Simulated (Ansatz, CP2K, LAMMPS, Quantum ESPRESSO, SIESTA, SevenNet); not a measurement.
**Amorphous 14HfO2-86SiO2 (mol %) (84 atoms): one relaxed cell, several methods**

What does relaxation change in amorphous 14HfO2-86SiO2 (mol %) (84 atoms), and how far do other programs agree with plane waves on the relaxed cell?

All numbers are calculated, not measured.

## (1) Set-up

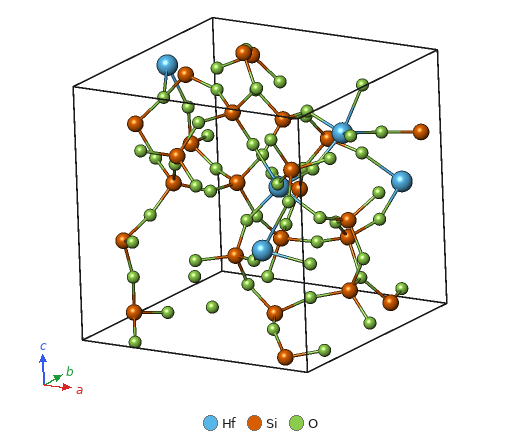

The cell (hafnium blue, silicon orange, oxygen green). Bonds to atoms that aren't drawn are left out. Some periodic images of atoms are drawn too.

The cell holds 84 atoms (4 Hf, 24 Si and 56 O), with edges of 10.78, 10.78 and 10.78 Å. Recipe: 84 atoms (4 Zr, 24 Si, 56 O) placed at random at 2.56 g/cm³, melted at 5000 K for 10 ps at fixed volume with the Morse and Coulomb pair potential with partial charges (Pedone, Malavasi, Menziani, Cormack and Segre, J. Phys. Chem. B 110, 11780 (2006)). Quenched from 5000 K to 300 K at 50 K/ps and fixed volume, held 5 ps, then minimised at fixed cell. Then Zr was replaced by Hf (the potential has no terms for the new elements, so the cell is a start for a DFT relaxation). Then the atoms were relaxed with SevenNet 0 in the fixed cell. Then the atoms were relaxed with CP2K double zeta, PBE.

## (2) The relaxation

CP2K double zeta (DZVP-MOLOPT-SR, GTH-PBE potentials, 480 Ry; k-points Γ) took 13 geometry steps and reached its thresholds. It started from the geometry that SevenNet 0 had relaxed.

The job ended after 6 min (4 MPI ranks of Arm Neoverse V2, shared host; peak memory 2.5 GiB; 24 min of CPU time).

```tsv
	before	after
energy (meV/atom)	0	-2.8
Si-O bonds under 2.16 Å	96 at 1.645 Å	96 at 1.649 Å
Hf-O bonds under 2.82 Å	22 at 2.091 Å	22 at 2.080 Å
```

Atoms moved by 0.03 Å r.m.s. and 0.05 Å at most, with the common shift taken off.

## (3) Structure of the relaxed cell

Density 3.03 g/cm³, 14.92 Å³ an atom.

Pair distribution functions g(r), in bins of 0.2 Å:

```tsv
r (Å)	total	O-O	O-Si	O-Hf	Si-Si	Si-Hf	Hf-Hf
1.50	0.23	0.00	0.60	0.00	0.00	0.00	0.00
1.70	4.75	0.00	12.48	0.00	0.00	0.00	0.00
1.90	0.30	0.00	0.10	4.08	0.00	0.00	0.00
2.10	0.36	0.00	0.00	5.72	0.00	0.00	0.00
2.30	0.08	0.00	0.00	1.27	0.00	0.00	0.00
2.50	0.50	1.04	0.06	0.36	0.00	0.00	0.00
2.70	2.40	5.30	0.00	0.00	0.23	0.68	0.00
2.90	0.66	1.23	0.13	0.27	0.60	0.00	0.00
3.10	0.80	0.72	0.19	0.23	4.45	1.11	0.00
3.30	0.75	0.55	0.61	0.42	2.13	2.40	5.80
3.50	0.71	0.36	0.99	0.88	0.00	4.23	0.00
3.70	0.68	0.47	0.94	0.82	0.13	1.52	4.74
3.90	0.97	0.56	1.68	1.02	0.11	0.34	0.00
4.10	1.37	0.97	2.00	1.73	0.61	0.61	0.00
4.30	1.26	0.84	1.92	1.92	0.29	0.00	3.33
4.50	1.03	1.02	0.81	1.85	1.53	1.04	0.00
4.70	0.85	1.08	0.50	1.12	1.10	0.69	0.00
4.90	1.03	1.26	0.71	0.74	1.44	1.09	0.00
5.10	1.21	1.58	0.97	0.43	1.13	0.60	2.37
5.30	1.18	1.51	0.78	0.48	1.72	1.48	0.00
```

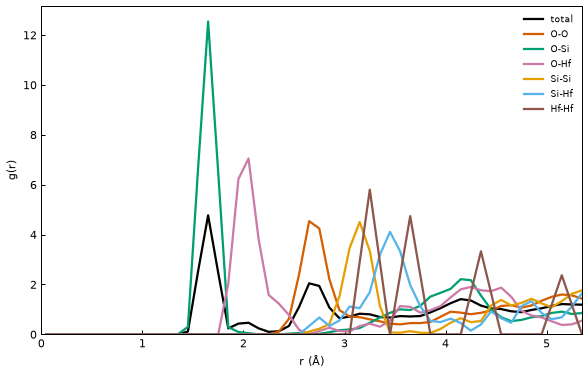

Pair distribution functions, lightly smoothed.

Bonds by pair of elements; cutoffs follow the first minimum of g(r), held within bounds set by covalent radii, and pairs that aren't listed don't count as bonded:

```tsv
pair A-B	cutoff (Å)	bonds	mean length (Å)	spread (Å)	shortest (Å)	B about A	A about B
O-Si	2.16	96	1.65	0.047	1.59	1.71	4
O-Hf	2.82	22	2.08	0.146	1.90	0.393	5.5
```

How many atoms have how many bonded neighbours:

```tsv
element	mean	2	3	4	5	7
Hf	5.5	0	0	0	3	1
O	2.11	50	6	0	0	0
Si	4	0	0	24	0	0
```

Bond angles, per cent of each kind in bins of 5°:

```tsv
angle (°)	O-Si-O	O-Hf-O	Si-O-Si	Hf-O-Si
60–65	0.0	3.9	0.0	0.0
65–70	0.0	0.0	0.0	0.0
70–75	0.0	3.9	0.0	0.0
75–80	0.0	9.8	0.0	0.0
80–85	0.0	9.8	0.0	0.0
85–90	0.0	13.7	0.0	0.0
90–95	0.7	7.8	0.0	4.3
95–100	3.5	9.8	0.0	17.4
100–105	14.6	3.9	0.0	4.3
105–110	36.1	3.9	0.0	0.0
110–115	30.6	2.0	2.4	13.0
115–120	10.4	2.0	4.8	0.0
120–125	4.2	3.9	2.4	4.3
125–130	0.0	7.8	9.5	0.0
130–135	0.0	2.0	7.1	8.7
135–140	0.0	2.0	9.5	4.3
140–145	0.0	0.0	9.5	0.0
145–150	0.0	3.9	9.5	4.3
150–155	0.0	2.0	16.7	21.7
155–160	0.0	7.8	14.3	13.0
160–165	0.0	0.0	9.5	0.0
165–170	0.0	0.0	4.8	0.0
170–175	0.0	0.0	0.0	0.0
175–180	0.0	0.0	0.0	4.3
```

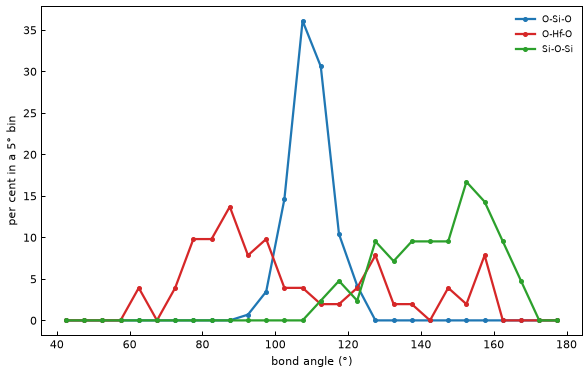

Distributions of the most common bond angles.

Bond angles (no mean is given where the spread exceeds 20°):

```tsv
angle	count	mean (°)	spread (°)
O-Si-O	144	109	5.4
O-Hf-O	51	-	-
Si-O-Si	42	145	14.4
Hf-O-Si	23	-	-
Hf-O-Hf	3	110	19.2
```

Oxygen atoms by the number of network formers (Si, P, Ge, B, Al, As, Ga) bound to them:

```tsv
network formers bound to O	O atoms	per cent
0	1	1.8
1	15	26.8
2	39	69.6
3	1	1.8
```

Network units: each former by its oxygen neighbours and how many of them bridge to another former:

```tsv
former	O neighbours	bridging O	atoms
Si	4	2	2
Si	4	3	11
Si	4	4	11
```

Bond length by coordination (bonds to H left out):

```tsv
element	coordination	atoms	mean bond length (Å)
Hf	5	3	2.04
Hf	7	1	2.16
O	2	50	1.69
O	3	6	1.94
```

First main peaks of g(r), for some of the pairs, lie near 2.7 Å (O-O), 1.6 Å (O-Si), 2.0 Å (O-Hf), 3.2 Å (Si-Si) and 3.5 Å (Si-Hf). Counting bonds as in the table, 75 % of Hf atoms have 5, 89 % of O atoms have 2 and all Si atoms have 4 bonded neighbours. The O-Si-O angle averages 109° with a spread of 5°. Counting bonds to Si alone, not to Hf, 70 % of the oxygens join two of these atoms and 27 % one; 2 % join three; 2 % join none.

## (4) The plane-wave reference

Quantum ESPRESSO 7.5: Kohn-Sham DFT, PBE, SSSP efficiency 1.3.0 pseudopotentials, plane waves. Its input for the relaxed cell:

```
&control
  calculation = 'scf'
  pseudo_dir = './pseudo'
  outdir = './tmp'
  disk_io = 'none'
  tprnfor = .true.
  tstress = .true.
/
&system
  ibrav = 0
  nat = 84
  ntyp = 3
  ecutwfc = 60
  ecutrho = 480
  nosym = .true.
  occupations = 'smearing'
  smearing = 'fd'
  degauss = 0.003675
/
&electrons
  conv_thr = 4.2e-07
  electron_maxstep = 100
  mixing_beta = 0.4
  mixing_mode = 'plain'
  diagonalization = 'david'
/
ATOMIC_SPECIES
Hf 178.490 Hf.upf
Si 28.085 Si.upf
O 15.999 O.upf
CELL_PARAMETERS angstrom
10.78050 0.00000 0.00000
0.00000 10.78050 0.00000
0.00000 0.00000 10.78050
ATOMIC_POSITIONS crystal
Hf 0.81911 0.00014 0.45764
Hf 0.04382 0.59982 0.92705
Hf 0.79821 0.62655 0.74777
[... 79 atom lines left out ...]
O 0.06916 0.82667 0.59061
O 0.56906 0.35470 0.74802
K_POINTS gamma
```

It took 2.5 min on 4 MPI ranks of Arm Neoverse V2, shared host; peak memory 4.4 GiB; 9.9 min of CPU time.

## (5) All levels at this geometry

CPU times are from a shared host and are rough.

| level | basis or training data | k-points | own r.m.s. force (meV/Å) | difference from the reference (meV/Å) | pressure (GPa) | Kohn-Sham gap (eV) | CPU time | memory (GiB) |
| --- | --- | --- | --- | --- | --- | --- | --- | --- |
| QE, PBE | plane waves, SSSP efficiency, 60/480 Ry | Γ | 129 | - | -2.28 | 3.81 | 9.9 min | 4.4 |
| CP2K triple zeta, PBE | TZV2P-UZH, GTH-PBE potentials, 600 Ry | Γ | 136 | 93 | -3.90 | 3.79 | 11 min | 5.4 |
| SIESTA DZP, PBE | DZP orbitals, shift 0.01 Ry, mesh 400 Ry | Γ | 179 | 174 | 0.06 | 3.95 | 4.4 min | 2.4 |
| SevenNet 0 | trained on PBE(+U) plane-wave data | - | 139 | 59 | -2.38 | - | 6.3 s | 0.89 |

The gap is the spacing of the highest filled and lowest empty Kohn-Sham level on the mesh; a dash marks partly filled levels, a spacing under 0.15 eV or a method without such levels.

## (6) Findings

Relaxation in the fixed cell lowers the energy by 3 meV/atom at its own level and moves atoms by up to 0.05 Å. The reference finds an r.m.s. force of 129 meV/Å there and a pressure of -2.28 GPa, at a geometry that CP2K double zeta made. Forces differ from the reference's by 59 meV/Å (SevenNet 0), 93 meV/Å (CP2K triple zeta, PBE) and 174 meV/Å (SIESTA DZP, PBE).

CP2K double zeta is at its own minimum here, so the reference's force is itself a measure of how the two differ. Pressures lie -0.1 GPa (SevenNet 0), -1.6 GPa (CP2K triple zeta, PBE) and +2.3 GPa (SIESTA DZP, PBE) from the reference's. The highest filled and lowest empty levels lie 3.81 eV apart in the reference, against 3.79 eV in CP2K triple zeta, PBE and 3.95 eV in SIESTA DZP, PBE. Counting bonds as in the table, 75 % of Hf atoms have 5, 89 % of O atoms have 2 and all Si atoms have 4 bonded neighbours.

Caveats: The density was set by the recipe and held. One sample of a disordered cell; defect or tail levels can set the gap. Gaps are read on the mesh, which holds the band edges only if they fold onto it, and semilocal functionals tend to put them under measured ones. The quench rate of 50 K/ps is many orders above laboratory rates, so the cell is likely richer in defects and strain than a real sample. The reference samples only Γ, in a cell whose shortest periodic width is 11 Å. Spin–orbit coupling is left out, which matters for the levels of the heavy elements. The plane-wave runs aren't exact: their cutoffs and mesh weren't converged further here. SIESTA's automatically made basis is far from complete, and its potentials were converted by us (checked for H, C, O, Si, Ge and Ca alone). Where levels are smeared, the DFT runs use Fermi–Dirac occupations at 580 K (0.05 eV), and energies are free energies.

[Logs are printed without paths, hosts, clocks, repeated set-up lines and the standing remarks that a program may print on its own settings, such as how far it seeks lower states.]

[Hosts, paths, dates, database ids (printed as entryN), source tags and the programs' standing remarks are cut or masked in the printed files.]
